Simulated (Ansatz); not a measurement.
**Grüneisen parameters and expansion of Ir (Iridium, Fm-3m)**

Which modes of Iridium drive its thermal expansion?

Method: DFT LDA, scalar-relativistic, plane waves, PAW; PAW set soft_1, in Ansatz 0.2.0.

The database entry behind the starting cell differs from later determinations by our own check (0.1 to 0.3 % short, probably kX units), so it need not match the best structure at ambient conditions.

### Step 1. Set-up

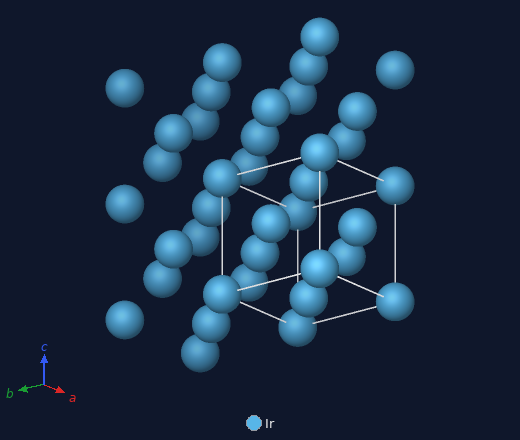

Start, viewed from a free direction; iridium blue. 1×2×2 cells are drawn. This picture shows the conventional cell, with its axes. Some periodic images of atoms are drawn too.

### Step 2. A first coarse run

Before spending time, one coarse run tells the gap and the pressure of the starting cell.

File input.yaml:

```yaml
crystal:
  lattice:
    - [0.0, 1.9156, 1.9156]
    - [1.9156, 0.0, 1.9156]
    - [1.9156, 1.9156, 0.0]
  atoms:
    - { symbol: Ir, position: [0.0, 0.0, 0.0] }
kpoints:
  mp_grid: { grid: [8, 8, 8] }
hamiltonian:
  xc: lda
  pseudopotentials: { kind: paw, azcp: { folder: soft_1 }, xc_functional: pbe }
scf:
  occupations: { method: gaussian, width: 0.1 }
  lower_state_search: "off"
output:
  forces: true
  stress: true
  eigenvalues: true
```

Launch:

```sh
$ ansatz run input.yaml --threads 8 --pin off --max-ram 16384MiB --backend cpu --events-out ev --progress --plain --runs-dir out
```

Numbers of over 12 decimals in the logs are rounded to 6 here.

The program printed:

```text
Engine: ansatz 0.2.0, aarch64-unknown-linux-gnu
Pseudopotentials: kind: paw
Pseudopotential: Ir, paw, valence charge 17, recommended cutoff 420 eV (normal), soft_1/Ir.paw.azcp
Functional definition: SPW92
  exchange = slater_x
  correlation = pw_c
Crystal: 1 atoms, lattice volume = 14.059 Å³
Basis set: ecut = 420 eV, 283 PW (Γ)
Bands: 13, of which v1, the nominal top of the filled ones, is band 9 counted from 1 (8 counted from 0)
Symmetry: 48 space group operations
Space group: Fm-3m (ITA 225), of the structure as read, at distance tolerance 2.4e-5 Å
k-points: 29 of 512
Non-local potential: Ir, projectors of the file, l = 0: 3, l = 1: 2, l = 2: 2, l = 3: 1
PAW form: soft (Blöchl's): semilocal exchange-correlation on the pseudo side does not see the compensation charge
PAW frozen core: Ir, regenerated for the run's functional, and the local potential with it (the file was generated under x = pbe(κ = 0.804, μ = 0.219515), c = pbe(β = 0.066725))
PAW one-centre angular grid: Ir, 590 points (default); XC on 64 Gauss nodes
Initial density: superposition of atomic densities (chi_scale 0.1, normalization cell)
Initial wavefunctions: pseudopotential atomic-orbital guess
Functional: x = slater, c = lda
SCF iter   1: F=—  HF=-11664.575861 eV  |F-HF|=—  |Δ(HF+E_count)|=         —  Δρ=5.37e-2  dr2=2.63e-1  ethr=3.10e-3  ⟨swp⟩=5.0  Hψ=1940  notcnv=0
preconditioner: auto → none  [metal: Δε(μ)=0.028 eV  Ē_g=14.225 eV  σ=0.100 eV  W_gap=0.15  n_scr=0 (ndim 8)  ℏωp=29.7 eV  f_vac=0.000  D(μ)=1.82/eV (n_scr^D=26)]
SCF iter   2: F=—  HF=-11664.479479 eV  |F-HF|=—  |Δ(HF+E_count)|=   9.64e-2  Δρ=1.78e-2  dr2=9.24e-3  ethr=1.55e-3  ⟨swp⟩=2.4  Hψ=802  notcnv=0  defer=12
SCF iter   3: F=—  HF=-11664.475479 eV  |F-HF|=—  |Δ(HF+E_count)|=   4.00e-3  Δρ=7.91e-3  dr2=1.84e-3  ethr=5.44e-5  ⟨swp⟩=1.9  Hψ=540  notcnv=0  defer=12
SCF iter   4: F=—  HF=-11664.474533 eV  |F-HF|=—  |Δ(HF+E_count)|=   9.46e-4  Δρ=2.07e-4  dr2=1.86e-6  ethr=1.08e-5  ⟨swp⟩=1.0  Hψ=365  notcnv=0  defer=12
SCF iter   5: F=—  HF=-11664.474532 eV  |F-HF|=—  |Δ(HF+E_count)|=   8.02e-7  Δρ=3.27e-5  dr2=3.85e-8  ethr=5.88e-10  ⟨swp⟩=7.2  Hψ=1927  notcnv=0
SCF iter   6: F=-11664.474532 eV  HF=-11664.474532 eV  |F-HF|=3.78e-10  |Δ(HF+E_count)|=   1.13e-8  Δρ=2.86e-6  dr2=5.01e-10  ethr=2.27e-10  ⟨swp⟩=2.1  Hψ=1321  notcnv=0
SCF 1 converged in 6 iterations: F = -11664.474532 eV  dr2 = 5.01e-10
  greatest PAW one-centre occupation: 1.000 electrons in one spin orbital (limit 2), on the Ir atom at site 0 (counted from 0), in its partial waves of l = 0
SCF converged after 6 iterations
Free energy (F): -11664.474532 eV
Harris-Foulkes:  -11664.474532 eV  (|F-HF|=3.78e-10)
Internal energy: -11664.465326 eV  (E = F + TS)
E sigma→0 (E₀):  -11664.469929 eV
Entropy (-TS):   -0.009206 eV (-9.206 meV/atom)
Fermi energy:    25.696737 eV
--- Per-component energies (eV) ---
  E_band       = -86.064302
  E_kinetic    = 541.124934
  E_local      = -1097.994349  (includes V_loc(G=0)·N_el)
  E_nonlocal   = 196.913529
  E_hartree    = 408.803941
  E_xc         = -229.518708
  E_vxc        = -257.169987  (∫ρ·V_xc dr)
  E_paw        = -8994.139327  (= ΣΔE_a)
  E_vpaw       = -286.545920  (= ΣTr[D̂ρ^β])
  E_aug_tail   = 0.000346  (compensation charges beyond the density's cutoff)
  E_ewald      = -2490.067375
  E_core_change = 0.411683  (= ΣΔE_core)
  E_smearing   = -0.009206  (= −TS)
  E_closure    = 0.000000  (closes the sum)
  Σ components = -11664.474532   (vs F -11664.474532, Δ=0.00e0)
--- Forces (eV/Å), atoms counted from 1 ---
  atom   1  Ir    -0.00000000    -0.00000000     0.00000000
  max |Σ_I F_I| component: 9.86e-32 eV/Å
--- Stress (GPa, compression-positive) ---
       -4.716289       0.000000       0.000000
        0.000000      -4.716289       0.000000
       -0.000000      -0.000000      -4.716289
  P = ⅓ Tr σ = -4.7163 GPa (-47.163 kbar)
--- Band table (eV; the first three rows and the last of 29) ---
  k-point 0: bands = [... 5 lower, 21.6946, 21.6946, 21.6946, 24.4632, 24.4632, 39.2762, 44.7865, 44.7865]
  k-point 1: bands = [... 5 lower, 21.3707, 21.9617, 21.9617, 24.3147, 24.3147, 40.3956, 42.4700, 45.9313]
  k-point 2: bands = [... 5 lower, 21.1883, 22.1523, 22.1523, 24.6300, 24.6300, 39.1405, 41.9821, 48.8575]
  k-point 28: bands = [... 5 lower, 20.7096, 20.7096, 23.8256, 27.1496, 33.7564, 34.7132, 34.7132, 39.0721]
```

Wall time 0.29 s (8 threads of Arm Neoverse V1, shared host); peak memory 0.25 GiB; 0.76 s of CPU time.

Reading the cycles: dr2 is the Hartree energy of the density residual (eV), the measure of convergence; HF is the Harris–Foulkes estimate of the energy, which meets the free energy F at convergence.

This step gave:

```
pressure          : -4.716 GPa
volume per atom   : 14.06 Å³/atom
gap on the k-mesh : 0 eV
```

The start is under -4.7 GPa at this level and looks like a metal on this mesh.

### Step 3. Finding the static equilibrium

Phonons are second derivatives about a minimum, so cell and atoms are relaxed first, inside the symmetry of the start.

input.yaml, the sections that differ from step 2:

```yaml
kpoints:
  mp_grid: { grid: [18, 18, 18] }
output:
  forces: true
  stress: true
  eigenvalues: true
  write_density: true
  write_potential: true
  elf: true
  volumetric_format: npy
relax:
  adjacent_minimum: "off"
  f_tol: 0.005
  max_steps: 80
  cell: { stress_tol: 0.05 }
# crystal, hamiltonian, scf: as in step 2
```

The program printed:

```text
[...]
Crystal: 1 atoms, lattice volume = 14.059 Å³
Basis set: ecut = 420 eV, 283 PW (Γ)
Bands: 13, of which v1, the nominal top of the filled ones, is band 9 counted from 1 (8 counted from 0)
Symmetry: 48 space group operations
[...]
k-points: 195 of 5832
[...]
SCF iter   1: F=—  HF=-11664.653258 eV  |F-HF|=—  |Δ(HF+E_count)|=         —  Δρ=5.05e-2  dr2=2.58e-1  ethr=3.10e-3  ⟨swp⟩=5.0  Hψ=13070  notcnv=0
[...]
SCF iter   6: F=-11664.553592 eV  HF=-11664.553592 eV  |F-HF|=6.38e-10  |Δ(HF+E_count)|=   1.41e-8  Δρ=3.64e-6  dr2=8.05e-10  ethr=2.48e-10  ⟨swp⟩=4.9  Hψ=12921  notcnv=0
SCF 1 converged in 6 iterations: F = -11664.553592 eV  dr2 = 8.05e-10
[...]
relax step   1: F+E_penalty+E_count = -11664.55359168 eV  Δ(F+E_penalty+E_count) = +0.000e0 eV  max|allowed force component| = 0.000e0 eV/Å  Δτ_max = 0.0000 Å  P = -6.199 GPa  Ω = 14.059 Å³  (6 SCF iters, dr2 threshold 1.00e-7 eV, accepted)
Crystal: 1 atoms, lattice volume = 13.439 Å³
Basis set: ecut = 420 eV, 259 PW (Γ)
[...]
iter 1 solved again at ethr=2.19e-6 eV; its pass at ethr=3.10e-3 eV (dr2=3.73e-4 eV) is discarded
[...]
SCF iter   4: F=-11664.542813 eV  HF=-11664.542813 eV  |F-HF|=1.25e-9  |Δ(HF+E_count)|=   1.14e-6  Δρ=1.59e-5  dr2=1.18e-8  ethr=5.88e-10  ⟨swp⟩=5.9  Hψ=13897  notcnv=0
SCF 2 converged in 4 iterations: F = -11664.542813 eV  dr2 = 1.18e-8
relax step   2: F+E_penalty+E_count = -11664.54281273 eV  Δ(F+E_penalty+E_count) = +1.078e-2 eV  max|allowed force component| = 0.000e0 eV/Å  Δτ_max = 0.0000 Å  P = +12.734 GPa  Ω = 13.439 Å³  energy of the carried Pulay correction = +2.233e-4 eV  (4 SCF iters, dr2 threshold 1.00e-7 eV, rejected (line search))
Crystal: 1 atoms, lattice volume = 13.849 Å³
[...]
SCF iter   5: F=-11664.558016 eV  HF=-11664.558016 eV  |F-HF|=7.28e-12  |Δ(HF+E_count)|=   1.12e-9  Δρ=3.35e-7  dr2=3.22e-12  ethr=1.00e-12  ⟨swp⟩=4.7  Hψ=11637  notcnv=0
SCF 3 converged in 5 iterations: F = -11664.558016 eV  dr2 = 3.22e-12
relax step   3: F+E_penalty+E_count = -11664.55801555 eV  Δ(F+E_penalty+E_count) = -4.424e-3 eV  max|allowed force component| = 0.000e0 eV/Å  Δτ_max = 0.0000 Å  P = -0.372 GPa  Ω = 13.849 Å³  energy of the carried Pulay correction = +7.423e-5 eV  (5 SCF iters, accepted)
[...]
relax step   4: F+E_penalty+E_count = -11664.55803504 eV  Δ(F+E_penalty+E_count) = -1.949e-5 eV  max|allowed force component| = 0.000e0 eV/Å  Δτ_max = 0.0000 Å  P = +0.012 GPa  Ω = 13.836 Å³  energy of the carried Pulay correction = +7.894e-5 eV  (2 SCF iters, dr2 threshold 1.00e-7 eV, accepted)
[...]
SCF iter   4: F=-11664.557954 eV  HF=-11664.557954 eV  |F-HF|=1.09e-11  |Δ(HF+E_count)|=  1.76e-10  Δρ=4.47e-7  dr2=8.28e-12  ethr=1.00e-12  ⟨swp⟩=4.0  Hψ=11777  notcnv=0
SCF 5 converged in 4 iterations: F = -11664.557954 eV  dr2 = 8.28e-12
relax step   5: F+E_penalty+E_count = -11664.55795373 eV  Δ(F+E_penalty+E_count) = +8.131e-5 eV  max|allowed force component| = 0.000e0 eV/Å  Δτ_max = 0.0000 Å  P = +0.017 GPa  Ω = 13.836 Å³  stress off target by 1.68e-2 GPa  SCF on the basis re-selected at this cell (its energy is not comparable with the rows above)  (4 SCF iters)
basis re-selected at this cell: Δ(F+E_penalty+E_count) = +8.131e-5 eV, ΔP = +0.004 GPa vs the last step (what re-selecting the basis moved, of the pressure what is left beyond the Pulay correction that the steps carried, after the strain that the cell walked since its last selection, with what the two solves' SCF thresholds leave and, on support functions, any second-order correction that the steps lacked; it is no measure of the basis error at this ecutwfc). This SCF's stress stands 1.68e-2 GPa from its target on what of the cell is left free (relax.cell.stress_tol is 5.00e-2 GPa) and its largest allowed force component is 0.00e0 eV/Å (relax.f_tol is 5.00e-3 eV/Å): [rest of the remark cut]
SCF converged after 4 iterations
Free energy (F): -11664.557954 eV
[...]
Internal energy: -11664.553091 eV  (E = F + TS)
E sigma→0 (E₀):  -11664.555522 eV
Entropy (-TS):   -0.004863 eV (-4.863 meV/atom)
Fermi energy:    26.206176 eV
[...]
--- Stress (GPa, compression-positive) ---
        0.016834      -0.000000      -0.000000
       -0.000000       0.016834      -0.000000
       -0.000000      -0.000000       0.016834
  P = ⅓ Tr σ = 0.0168 GPa (0.168 kbar)
--- Band table (eV; the first three rows and the last of 195) ---
  k-point 0: bands = [... 5 lower, 22.1246, 22.1246, 22.1246, 24.9454, 24.9454, 39.7651, 45.3425, 45.3425]
  k-point 1: bands = [... 5 lower, 22.0475, 22.1865, 22.1865, 24.9036, 24.9036, 40.0131, 44.6952, 45.5803]
  k-point 2: bands = [... 5 lower, 21.8504, 22.3489, 22.3489, 24.8119, 24.8119, 40.6951, 43.3721, 46.2745]
  k-point 194: bands = [... 5 lower, 20.6026, 21.6982, 24.3976, 27.7218, 34.4508, 34.6712, 35.9515, 39.7489]
--- Relaxed structure (4 steps of the walk, 3 accepted, 1 SCFs on fresh bases) ---
  F+E_penalty+E_count = -11664.55795373 eV   max|allowed force component| = 0.000e0 eV/Å   (the final SCF, on the basis selected at the relaxed cell)
  cell:  # Å, volume = 13.8363 Å³
    - [0, 1.905444, 1.905444]
    - [1.905444, 0, 1.905444]
    - [1.905444, 1.905444, 0]
  atoms:
    - { symbol: Ir, position: [0.0, 0.0, 0.0] }
```

Elapsed: 2.1 s, on 8 threads; peak memory 0.32 GiB.

The steps of the relaxation:

| step | energy less that of the first step (eV) | largest force component (eV/Å) | pressure (GPa) | volume (Å³) |
| --- | --- | --- | --- | --- |
| 1 | 0.0000 | 0.0000 | -6.20 | 14.06 |
| 2 | 0.0108 | 0.0000 | 12.73 | 13.44 |
| 3 | -0.0044 | 0.0000 | -0.37 | 13.85 |
| 4 | -0.0044 | 0.0000 | 0.01 | 13.84 |
| 5* | -0.0044 | 0.0000 | 0.02 | 13.84 |

Relaxation steps marked * repeat the geometry before them on a plane-wave basis chosen anew for their cell, so energy and pressure can jump there. Relaxation step 2 was tried and not accepted.

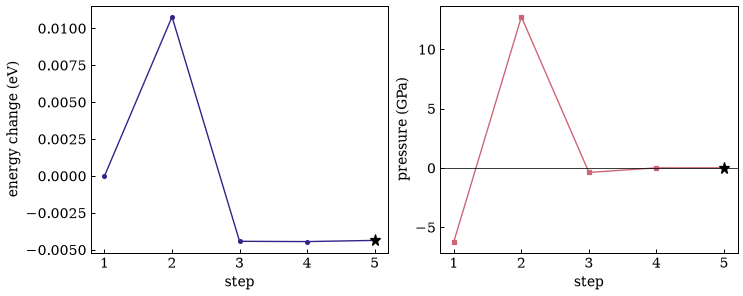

Energy and pressure along the relaxation. Stars mark steps on a basis chosen anew.

| conventional cell, symmetrised | before | after | change |
| --- | --- | --- | --- |
| a (Å) | 3.831 | 3.811 | -0.5 % |
| b (Å) | 3.831 | 3.811 | -0.5 % |
| c (Å) | 3.831 | 3.811 | -0.5 % |
| volume (Å³/atom) | 14.06 | 13.84 | -1.6 % |

Final coordinates:

```xyz
1
Lattice="0.0000 1.9054 1.9054 1.9054 0.0000 1.9054 1.9054 1.9054 0.0000" Properties=species:S:1:pos:R:3 pbc="T T T"
Ir    0.0000    0.0000    0.0000
```

Numbers from this step:

```
pressure        : 0.01683 GPa
volume per atom : 13.84 Å³/atom
```

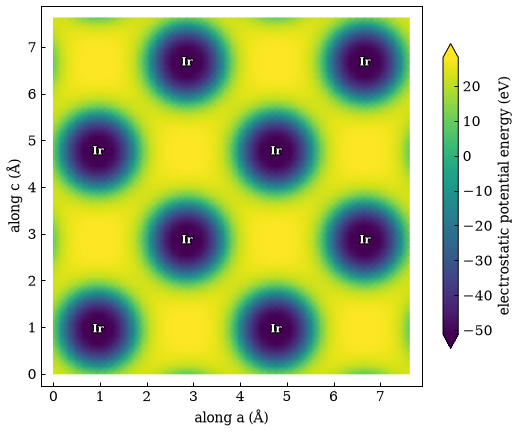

Electrostatic potential energy in the ac plane of the conventional cell at fractional y = 0.000, with atoms of Ir within 0.2 Å of it. With pseudopotentials it is smooth inside the atoms' cores, unlike the true potential. The map starts off the cell's origin, so that atoms lie inside it.

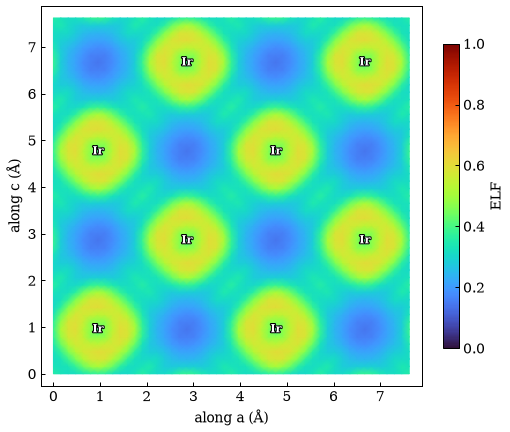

ELF in the ac plane of the conventional cell at fractional y = 0.000, with atoms of Ir within 0.2 Å of it. It is the smooth field of the valence electrons, not physical close to the nuclei. The map starts off the cell's origin, so that atoms lie inside it.

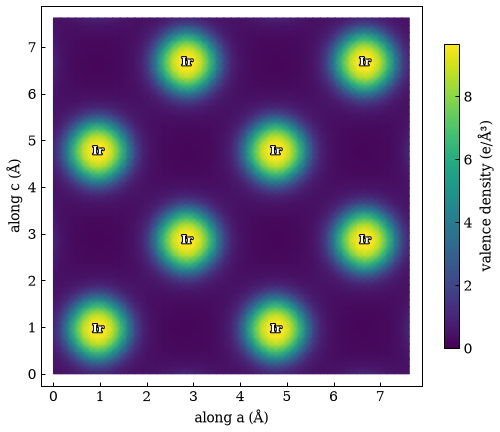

Valence density in the ac plane of the conventional cell at fractional y = 0.000, with atoms of Ir within 0.2 Å of it. It is the smooth field of the valence electrons, not physical close to the nuclei. The map starts off the cell's origin, so that atoms lie inside it.

The relaxation ends with a pressure of 0.02 GPa.

### Step 4. Tight relaxation

The relaxation is repeated with tighter thresholds on force and stress, since phonons are sensitive to what is left; a change of mesh or smearing in the input moves the cell too.

File input.yaml:

```yaml
crystal:
  lattice:
    - [0.0, 1.9054439624, 1.9054439624]
    - [1.9054439624, 0.0, 1.9054439624]
    - [1.9054439624, 1.9054439624, 0.0]
  atoms:
    - { symbol: Ir, position: [0.0, 0.0, 0.0] }
kpoints:
  mp_grid: { grid: [20, 20, 20] }
hamiltonian:
  xc: lda
  pseudopotentials: { kind: paw, azcp: { folder: soft_1 }, xc_functional: pbe }
scf:
  occupations: { method: methfessel_paxton, width: 0.2 }
  lower_state_search: "off"
output:
  forces: true
  stress: true
  eigenvalues: true
relax:
  adjacent_minimum: "off"
  f_tol: 0.001
  max_steps: 60
  cell: { stress_tol: 0.01 }
```

The program printed:

```text
[...]
Crystal: 1 atoms, lattice volume = 13.836 Å³
Basis set: ecut = 420 eV, 283 PW (Γ)
Bands: 13, of which v1, the nominal top of the filled ones, is band 9 counted from 1 (8 counted from 0)
Symmetry: 48 space group operations
[...]
k-points: 256 of 8000
[...]
k-point 2: bands = [... 5 lower, 21.9013, 22.3170, 22.3170, 24.8361, 24.8361, 40.5436, 43.6655, 46.1138]
  k-point 255: bands = [... 5 lower, 21.1306, 21.1306, 24.2918, 27.7291, 34.4360, 35.3658, 35.3658, 39.7732]
--- Relaxed structure (3 steps of the walk, 2 accepted, 1 SCFs on fresh bases) ---
[...]
cell:  # Å, volume = 13.8315 Å³
    - [0, 1.905225, 1.905225]
    - [1.905225, 0, 1.905225]
    - [1.905225, 1.905225, 0]
  atoms:
    - { symbol: Ir, position: [0.0, 0.0, 0.0] }
[key lines of the parts left out:]
SCF converged after 6 iterations
Free energy (F): -11664.558266 eV
Fermi energy:    26.125362 eV
P = ⅓ Tr σ = -0.0001 GPa (-0.001 kbar)
```

Run time: 2.1 s. Hardware: 8 threads; peak memory 0.33 GiB; 12 s of CPU time.

Little changed from the start: no atom moved by 0.005 Å and no cell edge by 0.1 %.

Numbers from this step:

```
pressure        : -1.21e-4 GPa
volume per atom : 13.83 Å³/atom
```

The residual pressure is -1.2e-4 GPa, small enough for phonons.

(Part 1 of 3 ends here.)

[Logs are printed without paths, hosts, clocks, repeated set-up lines and the standing remarks that a program may print on its own settings, such as how far it seeks lower states.]

[Hosts, paths, dates, database ids (printed as entryN), source tags and the programs' standing remarks are cut or masked in the printed files.]

[A step with changed settings may run another functional than the one named; its input shows which.]

[Of the runs on displaced cells, only some may be shown.]
